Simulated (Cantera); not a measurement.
A closed system holds: 1 mol Pb, 1.9 mol CO, 24 mol H₂, held at 1252 °C.

These are equilibrium values from Cantera (NASA tables, ideal gas, pure condensed phases), not measurements of a reactor. Candidate condensed phases: C, C₆H₆, C₇H₈, C₈H₁₈, H₂O, Pb, PbO, PbO₂, Pb₃O₄; 113 gas species. Equilibrium is a limit: real reactors are often held back by kinetics, nucleation or transport.

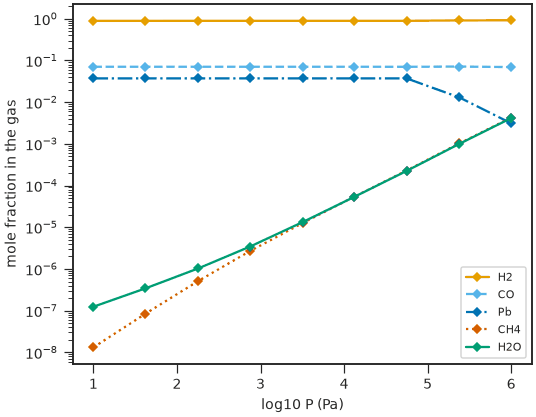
Equilibrium gas composition (values under 1e-9 drawn at 1e-9)

### Question
Read off the mole fractions at 420 Torr.

### Answer
H₂ about 0.89, CO about 0.070, Pb about 0.037, CH₄ about 0.00023, H₂O about 0.00022.
